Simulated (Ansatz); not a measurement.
# InAs wire along [111], 14 atoms a period, H-terminated: bands by functional, part 2 of 2

Aim: is the InAs wire along [111], 14 atoms a period, H-terminated a metal or a semiconductor?

Ansatz 0.2.0; DFT PBE, plane waves, PAW; relaxation of a wire's period; PAW set soft_1 (the session's first sound run).

So far. Step 2 (Relaxing the period): The cell's length comes to 10.817 Å with spin left out.

### 3. The perfect wire

This step: DFT PBE, plane waves, PAW; bands of a perfect wire; PAW set soft_1 (Ansatz 0.2.0).

At the relaxed period the bands are computed along the axis; those that cross an energy going forward count the channels that a perfect wire would open there.

The input, input.yaml:

```yaml
crystal:
  lattice:
    - [14.084, 0.0, 0.0]
    - [0.0, 14.994, 0.0]
    - [0.0, 0.0, 10.8167201296]
  atoms:
    - { symbol: In, position: [0.5, 0.507307179, 0.040670046] }
    - { symbol: As, position: [0.5, 0.507191763, 0.279150181] }
    - { symbol: H, position: [0.240112307, 0.485753628, 0.281750785] }
    - { symbol: H, position: [0.350500184, 0.306330343, 0.282021348] }
    - { symbol: H, position: [0.389649623, 0.729192914, 0.281790383] }
    - { symbol: H, position: [0.610350377, 0.729192914, 0.281790383] }
    - { symbol: H, position: [0.649499816, 0.306330343, 0.282021348] }
    - { symbol: H, position: [0.759887693, 0.485753628, 0.281750785] }
    - { symbol: In, position: [0.335528045, 0.417919442, 0.320750465] }
    - { symbol: In, position: [0.5, 0.685685048, 0.320720282] }
    - { symbol: In, position: [0.664471955, 0.417919442, 0.320750465] }
    - { symbol: As, position: [0.353537287, 0.427825216, 0.573655744] }
    - { symbol: As, position: [0.5, 0.666134587, 0.573613058] }
    - { symbol: As, position: [0.646462713, 0.427825216, 0.573655744] }
    - { symbol: H, position: [0.23426967, 0.651267838, 0.627985664] }
    - { symbol: H, position: [0.5, 0.219076523, 0.628055891] }
    - { symbol: H, position: [0.76573033, 0.651267838, 0.627985664] }
    - { symbol: H, position: [0.267914803, 0.381375403, 0.631231543] }
    - { symbol: H, position: [0.5, 0.759016001, 0.63114937] }
    - { symbol: H, position: [0.732085197, 0.381375403, 0.631231543] }
    - { symbol: In, position: [0.339472179, 0.594355337, 0.654987497] }
    - { symbol: In, position: [0.5, 0.333150525, 0.655039869] }
    - { symbol: In, position: [0.660527821, 0.594355337, 0.654987497] }
    - { symbol: As, position: [0.358301894, 0.584124082, 0.908317956] }
    - { symbol: As, position: [0.5, 0.353585974, 0.9083382] }
    - { symbol: As, position: [0.641698106, 0.584124082, 0.908317956] }
    - { symbol: H, position: [0.266653364, 0.547219444, 0.962329678] }
    - { symbol: H, position: [0.346476997, 0.677128228, 0.962315835] }
    - { symbol: H, position: [0.420158823, 0.297454678, 0.962316003] }
    - { symbol: H, position: [0.579841177, 0.297454678, 0.962316003] }
    - { symbol: H, position: [0.653523003, 0.677128228, 0.962315835] }
    - { symbol: H, position: [0.733346636, 0.547219444, 0.962329678] }
kpoints:
  mp_grid: { grid: [1, 1, 8] }
  band_path: { path: ["Γ", Z], npoints: 90 }
scf:
  occupations: { method: fermi_dirac, width: 0.05 }
hamiltonian:
  xc: pbe
  pseudopotentials: { kind: paw, azcp: { folder: soft_1 } }
output:
  dos: { e_range: [-5, 4] }
  write_potential: true
  write_density: true
  volumetric_format: npy
```

Started as:

```
$ ansatz run input.yaml --threads 4 --pin off --max-ram 16384MiB --backend cpu --events-out ev --progress --plain --runs-dir out
```

Numbers of over 12 decimals in the logs are rounded to 6 here.

What it wrote:

```text
[...]
Crystal: 32 atoms, lattice volume = 2284.226 Å³
Basis set: ecut = 420 eV, 44565 PW (Γ)
Bands: 139, of which v1, the nominal top of the filled ones, is band 107 counted from 1 (106 counted from 0)
Symmetry: 2 space group operations
[...]
k-points: 5 of 8 (time reversal used)
[...]
SCF iter   1: F=—  HF=-73465.993445 eV  |F-HF|=—  |Δ(HF+E_count)|=         —  Δρ=2.72e-2  dr2=1.87e1  ethr=3.10e-3  ⟨swp⟩=7.0  Hψ=3119  notcnv=0  defer=26
[...]
SCF iter  10: F=-73459.964873 eV  HF=-73459.964873 eV  |F-HF|=1.60e-8  |Δ(HF+E_count)|=   3.82e-7  Δρ=1.16e-6  dr2=4.12e-8  ethr=4.67e-11  ⟨swp⟩=16.2  Hψ=3848  notcnv=0
SCF 1 converged in 10 iterations: F = -73459.964873 eV  dr2 = 4.12e-8
[...]
NSCF: frozen V_eff on 91 k-points
WARN: pass on a band path, mesh or list of k-points: the 91 k-points are solved 48 at a time at the most, because the 14.40 GiB of host memory that the pass is priced against does not hold them all with the solver's workspace as planned. The pass can take longer, above all where fewer k-points are solved at a time than the run has threads. As a rule a larger memory budget leaves room for more at once. The budget is what a run with no `--max-ram-frac` typed is planned for, 0.8 of the host's memory or its container's limit. More memory there lifts it, and so does a share over 0.88 that is typed (of such a share the budget is ten elevenths): [rest of the remark cut]
WARN: The output density's exchange-correlation potential varies sharply where the density is thin. Do not read a vacuum level from v_tot or v_xc, or from such a field of the output density. On a cell that repeats whose density bears no net charge and no dipole along the vacuum's axis use v_es (v_loc + v_h of the components); under efield.dipole_correction with no amplitude use v_es + v_field, which holds any externa [...]
SCF converged after 10 iterations
Free energy (F): -73459.964873 eV
[...]
Internal energy: -73459.964873 eV  (E = F + TS)
E sigma→0 (E₀):  -73459.964873 eV
Fermi energy:    -2.156592 eV
[...]
--- Band table (eV; the first three rows and the last of 5) ---
  k-point 0: bands = [... 103 lower, -3.9793, -3.6828, -3.6827, -3.5568, -0.7408, -0.0204, -0.0138, 0.0801, ... 28 higher]
  k-point 1: bands = [... 103 lower, -3.9544, -3.6787, -3.6787, -3.6054, -0.7366, -0.1380, -0.1330, 0.0769, ... 28 higher]
  k-point 2: bands = [... 103 lower, -3.9096, -3.7448, -3.6669, -3.6669, -0.7194, -0.2451, -0.2404, -0.0357, ... 28 higher]
  k-point 4: bands = [... 103 lower, -3.8703, -3.8694, -3.6459, -3.6458, -0.6660, -0.3204, -0.3158, -0.2327, ... 28 higher]
```

The job ended after 9.9 min (4 threads of Arm Neoverse V2, shared host; peak memory 11 GiB; 39 min of CPU time).

This step gave:

| Item | Value |
| --- | --- |
| band gap | 2.816 eV |

Electronic bands along the path, in eV, zero at the Fermi level; v1 is the highest filled band, c1 the lowest empty one:

| point | v4 | v3 | v2 | v1 | c1 | c2 | c3 | c4 |
| --- | --- | --- | --- | --- | --- | --- | --- | --- |
| Γ | -1.82 | -1.53 | -1.53 | -1.40 | 1.42 | 2.14 | 2.14 | 2.24 |
| Z | -1.71 | -1.71 | -1.49 | -1.49 | 1.49 | 1.84 | 1.84 | 1.92 |

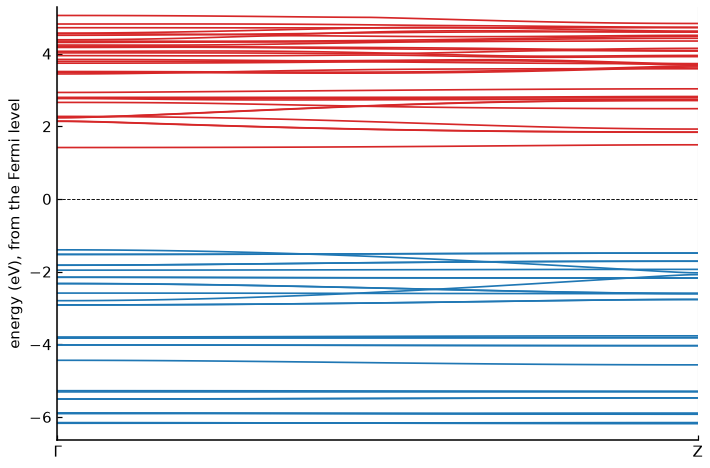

Electronic bands along the path; lines of filled and empty bands in two colours.

The gap is 2.82 eV, with spin left out.

The path shows a direct gap of 2.82 eV (valence top at Γ, conduction bottom at Γ).

### 4. Levels at the same atoms, cutoff 500 eV, k-mesh 1×1×6

This step: DFT r2SCAN, plane waves, PAW; bands of a perfect wire at the PBE geometry; PAW set soft_1 (Ansatz 0.2.0).

The atoms stay at the PBE geometry and the functional changes. r2SCAN also reads the kinetic-energy density; it often gives larger moments and wider gaps than PBE, at a higher cost. Against the first PBE run of this kind, the cutoff is 500 eV against 420 and the mesh along the wire has 6 points against 8.

input.yaml, as its differences from that of step 3:

```diff
@@ -39,3 +39,3 @@
 kpoints:
-  mp_grid: { grid: [1, 1, 8] }
+  mp_grid: { grid: [1, 1, 6] }
   band_path: { path: ["Γ", Z], npoints: 90 }
@@ -44,8 +44,3 @@
 hamiltonian:
-  xc: pbe
+  xc: r2scan
   pseudopotentials: { kind: paw, azcp: { folder: soft_1 } }
-output:
-  dos: { e_range: [-5, 4] }
-  write_potential: true
-  write_density: true
-  volumetric_format: npy
```

What it wrote:

```text
[...]
Crystal: 32 atoms, lattice volume = 2284.226 Å³
Basis set: ecut = 500 eV, 58023 PW (Γ), exchange–correlation on 432×480×320 points (64 copies of the dense FFT grid, shifted against one another)
Bands: 139, of which v1, the nominal top of the filled ones, is band 107 counted from 1 (106 counted from 0)
Symmetry: 2 space group operations
[...]
k-points: 4 of 6 (time reversal used)
[...]
SCF iter   1: F=—  HF=-73623.622917 eV  |F-HF|=—  |Δ(HF+E_count)|=         —  Δρ=2.61e-2  dr2=1.75e1  dr2_τ=1.80e-1  ethr=3.10e-3  ⟨swp⟩=7.0  Hψ=2500  notcnv=0  defer=25
[...]
SCF iter  10: F=-73619.430743 eV  HF=-73619.430743 eV  |F-HF|=4.54e-8  |Δ(HF+E_count)|=   6.38e-7  Δρ=8.70e-7  dr2=1.99e-8  dr2_τ=4.32e-10  ethr=4.67e-11  ⟨swp⟩=18.0  Hψ=3037  notcnv=0
SCF 1 converged in 10 iterations: F = -73619.430743 eV  dr2 = 1.99e-8
[...]
SCF converged after 10 iterations
Free energy (F): -73619.430743 eV
[...]
Internal energy: -73619.430743 eV  (E = F + TS)
E sigma→0 (E₀):  -73619.430743 eV
Fermi energy:    -2.181501 eV
[...]
--- Band table (eV) ---
  k-point 0: bands = [... 103 lower, -4.2075, -3.9088, -3.9086, -3.7735, -0.5551, 0.1619, 0.1666, 0.2591, ... 28 higher]
  k-point 1: bands = [... 103 lower, -4.1715, -3.9006, -3.9004, -3.8613, -0.5551, 0.0022, 0.0054, 0.2676, ... 28 higher]
  k-point 2: bands = [... 103 lower, -4.1233, -4.1052, -3.8803, -3.8803, -0.5425, -0.1049, -0.1018, 0.1014, ... 28 higher]
  k-point 3: bands = [... 103 lower, -4.1082, -4.1070, -3.8687, -3.8686, -0.5271, -0.1350, -0.1319, 0.0106, ... 28 higher]
```

It took 16 min on 4 threads; peak memory 12 GiB; 63 min of CPU time.

Numbers from this step:

- band gap: 3.218 eV

Electronic bands along the path, in eV, zero at the Fermi level; v1 is the highest filled band, c1 the lowest empty one:

| point | v4 | v3 | v2 | v1 | c1 | c2 | c3 | c4 |
| --- | --- | --- | --- | --- | --- | --- | --- | --- |
| Γ | -2.03 | -1.73 | -1.73 | -1.59 | 1.63 | 2.34 | 2.35 | 2.44 |
| Z | -1.93 | -1.93 | -1.69 | -1.69 | 1.65 | 2.05 | 2.05 | 2.19 |

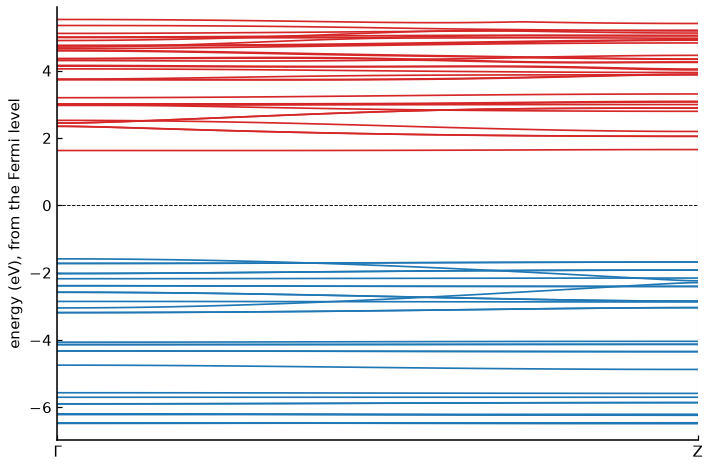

Electronic bands along the path; lines of filled and empty bands in two colours.

The gap is 3.22 eV, against 2.82 eV under PBE at the relaxed period.

### 5. Levels at the same atoms, level HSE06, cutoff 420 eV

This step: DFT HSE06, plane waves, PAW; levels of a perfect wire at the PBE geometry; PAW set soft_1 (Ansatz 0.2.0).

The atoms stay at the PBE geometry and the functional changes. HSE06 mixes in a quarter of short-range exact exchange, which removes part of the self-interaction that closes gaps; it is dear, so the mesh is thinner and no path is run. Against the first PBE run of this kind, the mesh along the wire has 3 points against 8.

input.yaml, as its differences from that of step 4:

```diff
@@ -39,4 +39,3 @@
 kpoints:
-  mp_grid: { grid: [1, 1, 6] }
-  band_path: { path: ["Γ", Z], npoints: 90 }
+  mp_grid: { grid: [1, 1, 3] }
 scf:
@@ -44,3 +43,3 @@
 hamiltonian:
-  xc: r2scan
+  xc: hse06
   pseudopotentials: { kind: paw, azcp: { folder: soft_1 } }
```

What it wrote:

```text
[...]
Crystal: 32 atoms, lattice volume = 2284.226 Å³
Basis set: ecut = 420 eV, 44565 PW (Γ)
Bands: 139, of which v1, the nominal top of the filled ones, is band 107 counted from 1 (106 counted from 0)
Symmetry: 2 space group operations
[...]
k-points: 2 of 3 (time reversal used)
[...]
Free energy (F): -73496.712848 eV
Frozen-core exchange: fock
[...]
Internal energy: -73496.712848 eV  (E = F + TS)
E sigma→0 (E₀):  -73496.712848 eV
Fermi energy:    -2.218421 eV
[...]
--- Band table (eV) ---
  k-point 0: bands = [... 103 lower, -4.5089, -4.2342, -4.2336, -4.0282, -0.3685]
  k-point 1: bands = [... 103 lower, -4.4419, -4.3834, -4.1896, -4.1893, -0.3593]
  guard bands above this table: 31 of the run's 139 bands. The solve was not asked for them (output.publish_guard_bands: true or output.eigenvalues: true publishes all)
```

Elapsed: 6.2 min, on 4 threads; peak memory 5.5 GiB.

Numbers from this step:

```yaml
band_gap: 3.660 eV
```

The gap is 3.66 eV, against 2.82 eV under PBE at the relaxed period.

### 6. Summary of results

| Item | Value |
| --- | --- |
| cell length, PBE | 10.82 Å |
| gap, PBE | 2.82 eV |
| gap, r2SCAN | 3.22 eV |
| gap, HSE06 | 3.66 eV |

Under PBE the cell's length is 10.82 Å, and a gap of 2.82 eV makes it a semiconductor. At the relaxed period the wire is gapped under every functional, from 2.82 eV (PBE) to 3.66 eV (HSE06). Weak screening in one dimension makes quasiparticle gaps larger than the semilocal gaps, as a rule. Plain hydrogen on a compound's surface is a simple closure: it may leave surface states, and facets that end in unlike atoms put a field across the wire, both of which shrink the gap. A hybrid's gap is read on a coarse mesh, without a band path.

[Logs are printed without paths, hosts, clocks, repeated set-up lines and the standing remarks that a program may print on its own settings, such as how far it seeks lower states.]

[Hosts, paths, dates, database ids (printed as entryN), source tags and the programs' standing remarks are cut or masked in the printed files.]
